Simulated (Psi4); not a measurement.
# PO (Phosphorus monoxide) at UTPSSh/cc-pVTZ

What is the vertical ionisation energy of PO (Phosphorus monoxide) at UTPSSh/cc-pVTZ? 

The results are computed with Psi4 1.11.

1 further run of the same task is left out (set aside as unsound or not needed).

## (1) The molecule

PO has 2 atoms, charge 0, and is taken as a doublet. As SMILES, `O=[P]`. The coordinates come from a PBE0-D4/def2-TZVP relaxation.

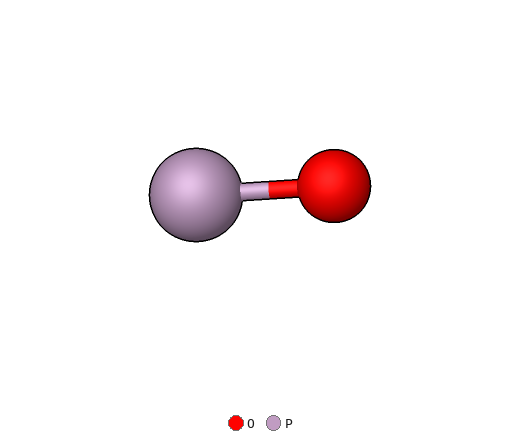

The structure, seen from a chosen angle (oxygen red, phosphorus pink).

## (2) Energy and forces at UTPSSh/cc-pVTZ

Input file input.in:

```
memory 2200 mb

molecule {
  0 2
  O
  P 1 r2

  r2 = 1.47399
  symmetry c1
}

set basis cc-pVTZ
set reference uks
set puream true
set e_convergence 1e-09
set d_convergence 1e-08
set scf_type pk
set dft_radial_points 99
set dft_spherical_points 590
set maxiter 100

e_tot, wfn = gradient('tpssh', return_wfn=True)
oeprop(wfn, 'DIPOLE', 'LOWDIN_CHARGES', 'MULLIKEN_CHARGES')
```

Run with:

```bash
$ psi4 input.in input.out -n 1
```

input.out:

```text
[...]
  Running in c1 symmetry.
[...]
  Nuclear repulsion =   43.081204947387704
[...]
  Multiplicity = 2
[...]
  Nalpha       = 12
  Nbeta        = 11
[...]
    Number of basis functions: 64
[...]
   @UKS iter   1:  -416.37602119955199   -1.59235e-01   1.18869e-02 DIIS/ADIIS
[...]
   @UKS iter  13:  -416.59574036905042   -1.59162e-12   3.36740e-09 DIIS
[...]
   @S^2 Observed:                7.558126399E-01
[...]
  @UKS Final Energy:  -416.59574036905042
   => Energetics <=
    Nuclear Repulsion Energy =             43.0812049473877039
    One-Electron Energy =                -660.8496728877350961
    Two-Electron Energy =                 229.8936414035714222
    DFT Exchange-Correlation Energy =     -28.7209138322744977
    Empirical Dispersion Energy =           0.0000000000000000
    VV10 Nonlocal Energy =                  0.0000000000000000
    Total Energy =                       -416.5957403690504179
[...]
  -Total Gradient:
     Atom            X                  Y                   Z
    ------   -----------------  -----------------  -----------------
       1       -0.000000000000     0.000000000000     0.020652522834
       2        0.000000000000    -0.000000000000    -0.020652322820
[...]
 Multipole Moments:
 ------------------------------------------------------------------------------------
     Multipole            Electronic (a.u.)      Nuclear  (a.u.)        Total (a.u.)
 ------------------------------------------------------------------------------------
 L = 1.  Multiply by 2.5417464519 to convert [e a0] to [Debye]
 Dipole X            :         -0.0000000            0.0000000           -0.0000000
 Dipole Y            :          0.0000000            0.0000000            0.0000000
 Dipole Z            :          1.1960425           -0.4665088            0.7295337
 Magnitude           :                                                    0.7295337
[...]
  Mulliken Charges: (a.u.)
   Center  Symbol    Alpha    Beta     Spin     Total
       1     O     4.26760  4.05414  0.21346 -0.32174
       2     P     7.73240  6.94586  0.78654  0.32174
   Total alpha = 12.00000, Total beta = 11.00000, Total charge = -0.00000
  Lowdin Charges: (a.u.)
   Center  Symbol    Alpha    Beta     Spin     Total
       1     O     4.14584  3.93254  0.21330 -0.07838
       2     P     7.85416  7.06746  0.78670  0.07838
  Total alpha = 12.00000, Total beta = 11.00000, Total charge =  0.00000
[...]
```

It took 49 s on 1 thread of Intel Xeon at 2.50GHz (Skylake/Cascade Lake), shared host; peak memory 0.92 GiB.

## (3) The singlet cation, same level

Input file job.inp:

```
memory 2200 mb

molecule {
  1 1
  O      0.00000000     0.00000000    -0.01785791
  P      0.00000000     0.00000000     2.76757950
  units bohr
  symmetry c1
}

set globals {
  basis                cc-pVTZ
  puream               true
  e_convergence        1e-09
  d_convergence        1e-08
  scf_type             pk
  dft_radial_points    99
  dft_spherical_points 590
}

e_tot, wfn = gradient('tpssh', return_wfn=True)
```

Run with:

```bash
$ psi4 job.inp job.out -n 1
```

job.out:

```text
[...]
  Running in c1 symmetry.
[...]
  Nuclear repulsion =   43.081204973117664
[...]
  Multiplicity = 1
[...]
  Nalpha       = 11
  Nbeta        = 11
[...]
    Number of basis functions: 64
[...]
   @RKS iter   1:  -416.06389930242119    1.52887e-01   1.11948e-02 DIIS/ADIIS
[...]
   @RKS iter  11:  -416.28010289978477   -5.68434e-14   1.00691e-09 DIIS
[...]
    Orbital Energies [Eh]
    ---------------------
    Doubly Occupied:
       1A    -77.397596     2A    -19.440555     3A     -6.924148
       4A     -5.075756     5A     -5.075756     6A     -5.068322
       7A     -1.329201     8A     -0.853795     9A     -0.690689
      10A     -0.690689    11A     -0.686597
[...]
  @RKS Final Energy:  -416.28010289978477
   => Energetics <=
    Nuclear Repulsion Energy =             43.0812049731176643
    One-Electron Energy =                -652.8973274062237806
    Two-Electron Energy =                 221.9341532629578069
    DFT Exchange-Correlation Energy =     -28.3981337296364451
    Empirical Dispersion Energy =           0.0000000000000000
    VV10 Nonlocal Energy =                  0.0000000000000000
    Total Energy =                       -416.2801028997847652
[...]
 Multipole Moments:
 ------------------------------------------------------------------------------------
     Multipole            Electronic (a.u.)      Nuclear  (a.u.)        Total (a.u.)
 ------------------------------------------------------------------------------------
 L = 1.  Multiply by 2.5417464519 to convert [e a0] to [Debye]
 Dipole X            :          0.0000000            0.0000000            0.0000000
 Dipole Y            :         -0.0000000            0.0000000           -0.0000000
 Dipole Z            :          1.7633743           -0.4665088            1.2968655
 Magnitude           :                                                    1.2968655
[...]
  -Total Gradient:
     Atom            X                  Y                   Z
    ------   -----------------  -----------------  -----------------
       1        0.000000000000     0.000000000000    -0.053603051975
       2        0.000000000000    -0.000000000000     0.053602421150
[...]
```

Wall time 38 s (1 thread of Intel Xeon at 2.50GHz (Skylake/Cascade Lake), shared host); peak memory 0.92 GiB.

## (4) What came out

Level: UTPSSh/cc-pVTZ.

| quantity | value |
| --- | --- |
| doublet PO: total energy | -416.59574 Eh |
| doublet PO: dipole moment | 1.85 D |
| doublet PO: HOMO energy (highest over α and β) | -5.13 eV |
| doublet PO: LUMO energy (lowest over α and β) | -3.76 eV |
| doublet PO: ⟨S²⟩ | 0.756 |
| doublet PO: largest force on an atom | 1.062 eV/Å |
| singlet cation: total energy | -416.28010 Eh |
| singlet cation: HOMO energy | -18.68 eV |
| singlet cation: LUMO energy | -12.04 eV |
| singlet cation: HOMO–LUMO gap | 6.64 eV |
| singlet cation: largest force on an atom | 2.756 eV/Å |
| vertical ionisation energy (to the singlet cation) | 8.589 eV |

Removing an electron at fixed nuclei costs 8.59 eV (829 kJ/mol). The largest force (doublet PO) is 1.06 eV/Å: the shape isn't a stationary point for this species at this level. Only the singlet of the ionised species was computed; a triplet could lie lower.
